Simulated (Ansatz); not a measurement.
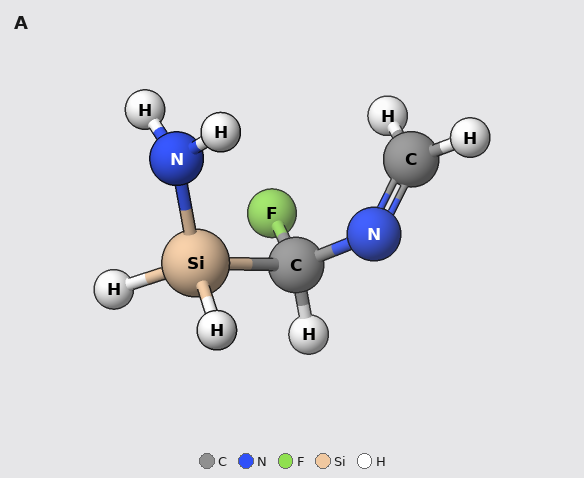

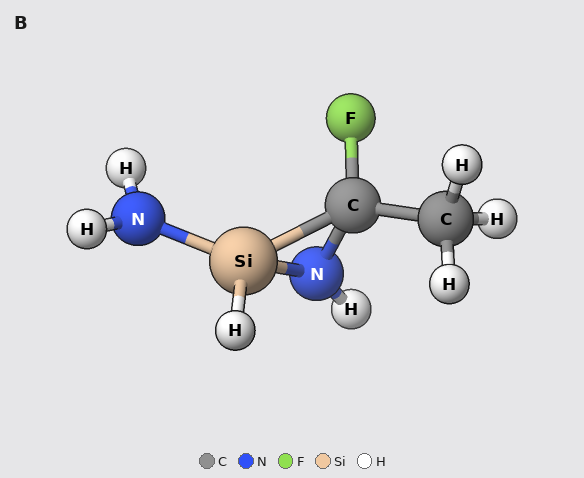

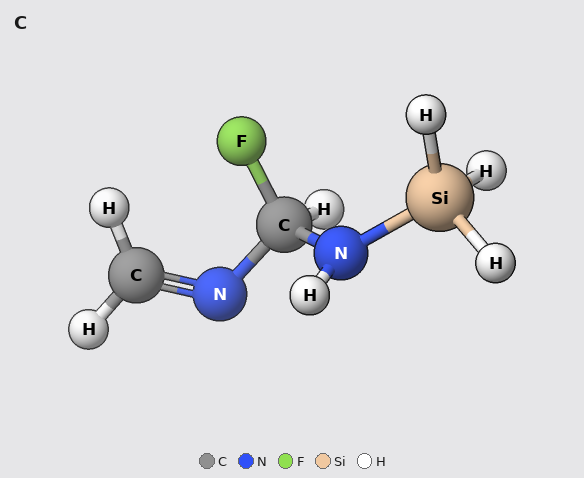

3 stationary structures of one formula. Geometries: PBE0-D4/def2-TZVP. Electronic energies: CCSD(T)/CBS (MP2 limit from def2-TZVPP and def2-QZVPP plus CCSD(T) − MP2) (Ansatz 0.2.0), without zero-point energy. No frequency run is at hand to confirm each as a minimum. Each is one conformer, not always the lowest.

Are they conformers, stereoisomers or constitutional isomers?

They are constitutional isomers of C2H7FN2Si: A `C=N[C@H](F)[SiH2]N`, B `C[C@@]1(F)N[Si@@H]1N`, C `C=N[C@@H](F)N[SiH3]`.

Which structure is the most stable?

B is lowest; A lies 0.507 eV above it, C lies 0.759 eV above it.
